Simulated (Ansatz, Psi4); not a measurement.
Approach curve of the dimer BBr3 ··· HCl (SMILES BrB(Br)Br and Cl). Monomers: optimised at B3LYP-D3(BJ) (def2-TZVP), held rigid. Orientation: lowest of the rigid-body minima from ten starts at GFN2-xTB. R is the distance of the centres of mass, along which the second monomer moves.

Methods: PBE/def2-TZVP, counterpoise-corrected (Psi4); PBE0/def2-TZVP, counterpoise-corrected (Psi4); SAPT0/jun-cc-pVDZ, frozen core (Psi4); MP2/aug-cc-pVTZ = DF-MP2/aug-cc-pVTZ, frozen core, counterpoise-corrected run with Psi4 1.11; wB97M-V/def2-TZVP, counterpoise-corrected (Psi4); CCSD(T)/aug-cc-pVDZ = Ansatz (an electronic-structure program) with CCSD(T) on RHF/aug-cc-pVDZ, cores with 3d frozen, counterpoise-corrected.

Cost and agreement with CCSD(T)/aug-cc-pVDZ over the 11 points of the scan, with CCSD(T)/aug-cc-pVDZ as yardstick. Costs are rough ratios of core time within Psi4 on shared cores, each with its mean field (Kohn-Sham runs search longer for lower solutions than correlated ones do); the miss is the largest difference from CCSD(T) of the interaction energy, in kcal/mol.

Question: Which of them comes closest to CCSD(T)/aug-cc-pVDZ within 2 times the cost of the cheapest?

Answer: PBE/def2-TZVP, 0.89 kcal/mol off at most.

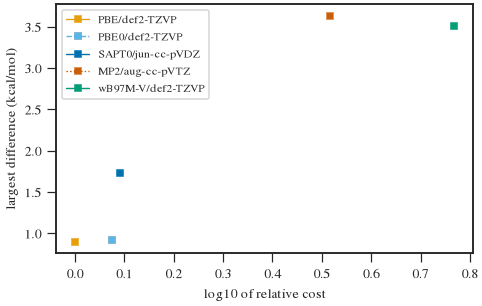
Figure. Miss against cost, one point a level.

```tsv
level	relative cost	largest difference
PBE/def2-TZVP	1	0.89
PBE0/def2-TZVP	1	0.92
SAPT0/jun-cc-pVDZ	1	1.73
MP2/aug-cc-pVTZ	3	3.63
wB97M-V/def2-TZVP	6	3.51
```

Costs within a factor of two of each other count as equal.
